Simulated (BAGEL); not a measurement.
# singlet CH3ClFOSi+ at 4 levels

Wanted: a comparison of 4 runs (HF/3-21G, B3LYP/6-31G*, PBE0/6-31G*, RI-MP2/6-31G*) of singlet CH3ClFOSi+. 

Program for the calculation: BAGEL 1.2.2.

1 further run of the same task is left out (it didn't finish). Runs told in other sessions of the task aren't counted.

### 1 The structure to begin with

CH3ClFOSi+ has 8 atoms, charge +1, and is taken as a singlet. As SMILES of the parent species, `CO[Si](F)Cl`. The shape is that of a PBE0-D4/def2-TZVP optimisation. This is one conformer, not always the lowest. That shape belongs to the parent species and isn't relaxed for this state.

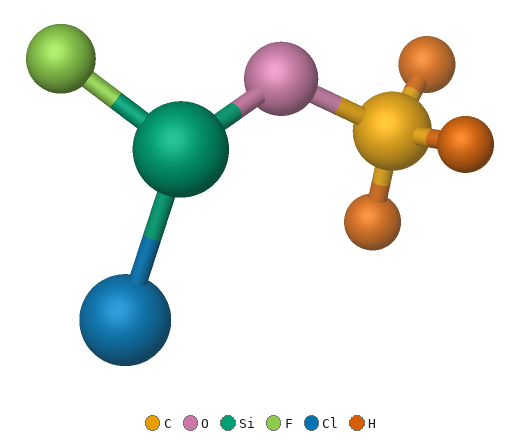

The structure, seen from a chosen angle (carbon amber, oxygen pink, silicon teal, fluorine green, chlorine blue, hydrogen orange).

### 2 A single-point energy at HF/3-21G (density fitting with qzvpp-jkfit) (run 1)

calc.json reads:

```json
{ "bagel" : [

{
  "title" : "molecule",
  "basis" : "3-21g",
  "df_basis" : "qzvpp-jkfit",
  "angstrom" : "true",
  "geometry" : [
    { "atom" : "C", "xyz" : [   -0.458100,   -0.553300,    0.973700 ] },
    { "atom" : "O", "xyz" : [    0.278400,   -0.634200,   -0.231600 ] },
    { "atom" : "Si", "xyz" : [    1.040400,    0.575500,   -0.994800 ] },
    { "atom" : "F", "xyz" : [    1.414300,    0.007600,   -2.429900 ] },
    { "atom" : "Cl", "xyz" : [   -0.216200,    2.187700,   -1.238400 ] },
    { "atom" : "H", "xyz" : [    0.207000,   -0.409200,    1.829100 ] },
    { "atom" : "H", "xyz" : [   -0.991000,   -1.496000,    1.096600 ] },
    { "atom" : "H", "xyz" : [   -1.182600,    0.264700,    0.939200 ] }
  ]
},
{ "title" : "hf", "charge" : 1 },
{ "title" : "print", "file" : "orbitals.molden", "orbitals" : "true" }

]}
```

Launch:

```console
$ BAGEL_NUM_THREADS=1 BAGEL calc.json > calc.out
```

Standard output:

```text
* using 1 threads per process

  ===============================================================
  ===============================================================

  *** Geometry ***

  { "atom" : "C", "xyz" : [     -0.865684,     -1.045585,      1.840026 ] },
  { "atom" : "O", "xyz" : [      0.526100,     -1.198464,     -0.437661 ] },
  { "atom" : "Si", "xyz" : [      1.966071,      1.087537,     -1.879900 ] },
  { "atom" : "F", "xyz" : [      2.672640,      0.014362,     -4.591846 ] },
  { "atom" : "Cl", "xyz" : [     -0.408559,      4.134154,     -2.340237 ] },
  { "atom" : "H", "xyz" : [      0.391173,     -0.773276,      3.456498 ] },
  { "atom" : "H", "xyz" : [     -1.872719,     -2.827030,      2.072274 ] },
  { "atom" : "H", "xyz" : [     -2.234790,      0.500211,      1.774831 ] },

  Number of auxiliary basis functions:      539

  Since a DF basis is specified, we compute 2- and 3-index integrals:
    o Being stored without compression. Storage requirement is 0.015 GB

  Number of basis functions:       59
  Number of electrons      :       57

    * METHOD: MOLECULE                             0.25

  *** RHF ***

  === Nuclear Repulsion ===
   295.6307972791

      * DIIS with orbital gradients will be used.

  === RHF iteration (3-21g) ===
      0       -956.99679812          0.02285900           0.07
      1       -957.14023012          0.01551397           0.06
      2       -957.19892224          0.00152176           0.06
      3       -957.20002829          0.00075857           0.06
      4       -957.20026230          0.00019033           0.06
      5       -957.20029738          0.00009505           0.06
      6       -957.20030553          0.00004488           0.06
      7       -957.20030875          0.00001750           0.06
      8       -957.20030929          0.00000604           0.06
      9       -957.20030933          0.00000376           0.06
     10       -957.20030934          0.00000133           0.06
     11       -957.20030935          0.00000071           0.06
     12       -957.20030935          0.00000032           0.06
     13       -957.20030935          0.00000013           0.06
     14       -957.20030935          0.00000005           0.06
     15       -957.20030935          0.00000002           0.06
     16       -957.20030935          0.00000001           0.06
     17       -957.20030935          0.00000001           0.06
    * SCF iteration converged.

    * Permanent dipole moment:
           (   -0.983431,    -0.177407,    -1.707110) a.u.

    * METHOD: HF                                   1.30

    * METHOD: PRINT                                0.01

  ===============================================================
```

It took 1.7 s on 1 thread of Arm Neoverse V1, shared host; peak memory 0.1 GiB.

### 3 The energy at B3LYP/6-31G(d) (density fitting with qzvpp-jkfit, spherical functions) (run 2)

input.json reads:

```json
{ "bagel": [

{
  "title": "molecule",
  "basis": "6-31gs.json",
  "df_basis": "qzvpp-jkfit",
  "angstrom": true,
  "geometry": [
    { "atom": "C", "xyz": [      -0.458100,      -0.553300,       0.973700 ] },
    { "atom": "O", "xyz": [       0.278400,      -0.634200,      -0.231600 ] },
    { "atom": "Si", "xyz": [       1.040400,       0.575500,      -0.994800 ] },
    { "atom": "F", "xyz": [       1.414300,       0.007600,      -2.429900 ] },
    { "atom": "Cl", "xyz": [      -0.216200,       2.187700,      -1.238400 ] },
    { "atom": "H", "xyz": [       0.207000,      -0.409200,       1.829100 ] },
    { "atom": "H", "xyz": [      -0.991000,      -1.496000,       1.096600 ] },
    { "atom": "H", "xyz": [      -1.182600,       0.264700,       0.939200 ] }
  ]
},

{ "title": "ks", "xc_func": "b3lyp", "charge": 1 },

{ "title": "print", "file": "orbitals.molden", "orbitals": true }

]}
```

The basis set 6-31G* is read from a file made from the Basis Set Exchange's data (not shown).

Launch:

```console
$ BAGEL_NUM_THREADS=1 BAGEL input.json > input.out
```

Standard output:

```text
* using 1 threads per process

  ===============================================================
  ===============================================================

  *** Geometry ***

  { "atom" : "C", "xyz" : [     -0.865684,     -1.045585,      1.840026 ] },
  { "atom" : "O", "xyz" : [      0.526100,     -1.198464,     -0.437661 ] },
  { "atom" : "Si", "xyz" : [      1.966071,      1.087537,     -1.879900 ] },
  { "atom" : "F", "xyz" : [      2.672640,      0.014362,     -4.591846 ] },
  { "atom" : "Cl", "xyz" : [     -0.408559,      4.134154,     -2.340237 ] },
  { "atom" : "H", "xyz" : [      0.391173,     -0.773276,      3.456498 ] },
  { "atom" : "H", "xyz" : [     -1.872719,     -2.827030,      2.072274 ] },
  { "atom" : "H", "xyz" : [     -2.234790,      0.500211,      1.774831 ] },

  Number of auxiliary basis functions:      539

  Since a DF basis is specified, we compute 2- and 3-index integrals:
    o Being stored without compression. Storage requirement is 0.030 GB

  Number of basis functions:       84
  Number of electrons      :       57

    * METHOD: MOLECULE                             0.33

  *** Kohn-Sham DFT ***

    * Removing 14951 points whose weight is below 1.00e-10
    * Grid points: 104297

  === Nuclear Repulsion ===
   295.6307972791

       - DIIS with orbital gradients will be used.

  === KS iteration (b3lyp / 6-31gs.json) ===
      0       -930.06809985          0.12414287           0.45
      1       -835.62393190          0.20276064           0.43
      2       -846.60922934          0.18381853           0.42
      3       -916.30864902          0.17862329           0.40
      4       -961.02826616          0.05918399           0.40
      5       -963.69050284          0.03998013           0.40
      6       -964.32027955          0.01098683           0.40
      7       -964.36752874          0.00983447           0.41
      8       -964.41756857          0.00264777           0.41
      9       -964.42123766          0.00076027           0.40
     10       -964.42160231          0.00027457           0.40
     11       -964.42163995          0.00012508           0.41
     12       -964.42165126          0.00001531           0.41
     13       -964.42165128          0.00001242           0.41
     14       -964.42165140          0.00000607           0.41
     15       -964.42165142          0.00000170           0.41
     16       -964.42165142          0.00000044           0.41
     17       -964.42165142          0.00000017           0.41
     18       -964.42165142          0.00000013           0.41
     19       -964.42165142          0.00000004           0.41
     20       -964.42165142          0.00000004           0.41
     21       -964.42165142          0.00000002           0.42
     22       -964.42165142          0.00000001           0.41
    * SCF iteration converged.

    * Permanent dipole moment:
           (   -0.548064,    -0.033485,    -1.329333) a.u.

    * METHOD: KS                                  10.05

    * METHOD: PRINT                                0.02

  ===============================================================
```

It took 11 s on 1 thread of Arm Neoverse V1, shared host; peak memory 0.45 GiB.

Run 3 isn't shown in full; the table further down has it.

### 4 The energy at RI-MP2/6-31G(d) (density fitting with qzvpp-jkfit, spherical functions) (run 4)

mp2.json reads:

```json
{ "bagel": [

{
  "title": "molecule",
  "basis": "6-31gs.json",
  "df_basis": "qzvpp-jkfit",
  "angstrom": "true",
  "geometry": [
    { "atom": "C", "xyz": [   -0.458100,   -0.553300,    0.973700 ] },
    { "atom": "O", "xyz": [    0.278400,   -0.634200,   -0.231600 ] },
    { "atom": "Si", "xyz": [    1.040400,    0.575500,   -0.994800 ] },
    { "atom": "F", "xyz": [    1.414300,    0.007600,   -2.429900 ] },
    { "atom": "Cl", "xyz": [   -0.216200,    2.187700,   -1.238400 ] },
    { "atom": "H", "xyz": [    0.207000,   -0.409200,    1.829100 ] },
    { "atom": "H", "xyz": [   -0.991000,   -1.496000,    1.096600 ] },
    { "atom": "H", "xyz": [   -1.182600,    0.264700,    0.939200 ] }
  ]
},
{
  "title": "hf",
  "charge": 1
},
{
  "title": "mp2",
  "charge": 1,
  "ncore": 13
}

]}
```

The basis set 6-31G* is read from a file made from the Basis Set Exchange's data (not shown).

Launch:

```console
$ BAGEL_NUM_THREADS=1 BAGEL mp2.json > mp2.out
```

Standard output:

```text
* using 1 threads per process

  ===============================================================
  ===============================================================

  *** Geometry ***

  { "atom" : "C", "xyz" : [     -0.865684,     -1.045585,      1.840026 ] },
  { "atom" : "O", "xyz" : [      0.526100,     -1.198464,     -0.437661 ] },
  { "atom" : "Si", "xyz" : [      1.966071,      1.087537,     -1.879900 ] },
  { "atom" : "F", "xyz" : [      2.672640,      0.014362,     -4.591846 ] },
  { "atom" : "Cl", "xyz" : [     -0.408559,      4.134154,     -2.340237 ] },
  { "atom" : "H", "xyz" : [      0.391173,     -0.773276,      3.456498 ] },
  { "atom" : "H", "xyz" : [     -1.872719,     -2.827030,      2.072274 ] },
  { "atom" : "H", "xyz" : [     -2.234790,      0.500211,      1.774831 ] },

  Number of auxiliary basis functions:      539

  Since a DF basis is specified, we compute 2- and 3-index integrals:
    o Being stored without compression. Storage requirement is 0.030 GB

  Number of basis functions:       84
  Number of electrons      :       57

    * METHOD: MOLECULE                             0.33

  *** RHF ***

  === Nuclear Repulsion ===
   295.6307972791

      * DIIS with orbital gradients will be used.

  === RHF iteration (6-31gs.json) ===
      0       -961.81342115          0.02163421           0.09
      1       -961.96667649          0.01577524           0.09
      2       -962.08097751          0.00151616           0.09
      3       -962.08258184          0.00065549           0.09
      4       -962.08287001          0.00016150           0.09
      5       -962.08290086          0.00006991           0.09
      6       -962.08290782          0.00003123           0.09
      7       -962.08291046          0.00001103           0.09
      8       -962.08291078          0.00000468           0.09
      9       -962.08291082          0.00000271           0.09
     10       -962.08291084          0.00000107           0.09
     11       -962.08291084          0.00000049           0.09
     12       -962.08291084          0.00000023           0.09
     13       -962.08291084          0.00000011           0.09
     14       -962.08291084          0.00000005           0.09
     15       -962.08291084          0.00000002           0.09
     16       -962.08291084          0.00000001           0.09
     17       -962.08291084          0.00000001           0.09
    * SCF iteration converged.

    * Permanent dipole moment:
           (   -0.934306,    -0.257715,    -1.429275) a.u.

    * METHOD: HF                                   1.85

  *** RHF ***

  === Nuclear Repulsion ===
   295.6307972791

      * DIIS with orbital gradients will be used.

  === RHF iteration (6-31gs.json) ===
      0       -962.08291084          0.00000000           0.09
    * SCF iteration converged.

    * Permanent dipole moment:
           (   -0.934306,    -0.257716,    -1.429275) a.u.

  === DF-MP2 calculation ===

    * freezing 13 orbitals
    * 3-index integral transformation done
    * assembly done

      MP2 correlation energy:   -0.6841611187      0.05

      MP2 total energy:       -962.7670719593

    * METHOD: MP2                                  0.25

  ===============================================================
```

It took 2.6 s on 1 thread of Arm Neoverse V1, shared host; peak memory 0.14 GiB.

### 5 All runs side by side

```
run                                                                  level  frozen core orbitals  energy (Eh)  HOMO energy (eV)  LUMO energy (eV)  HOMO–LUMO gap (eV)  wall time
  1                            HF/3-21G (density fitting with qzvpp-jkfit)                     –  -957.200309            -18.86             -8.39               10.47      1.7 s
  2   B3LYP/6-31G* (density fitting with qzvpp-jkfit, spherical functions)                     –  -964.421651            -14.84            -11.26                3.58       11 s
  3    PBE0/6-31G* (density fitting with qzvpp-jkfit, spherical functions)                     –  -963.893123            -15.11            -11.09                4.02       11 s
  4  RI-MP2/6-31G* (density fitting with qzvpp-jkfit, spherical functions)                    13  -962.767072                 –                 –                   –      2.6 s
```

### 6 Outcome

```
                                           quantity          value
                                run 4: total energy  -962.76707 Eh
run 4: correlation energy (13 core orbitals frozen)     -684.2 mEh
```

In words: Over runs 1, 2, 3 the HOMO–LUMO gap runs from 3.58 eV (B3LYP/6-31G*) to 10.47 eV (HF/3-21G). The two ends differ in method and basis. Totals of different functionals can't be ranked against each other. All runs together took 26 s, the longest 11 s.
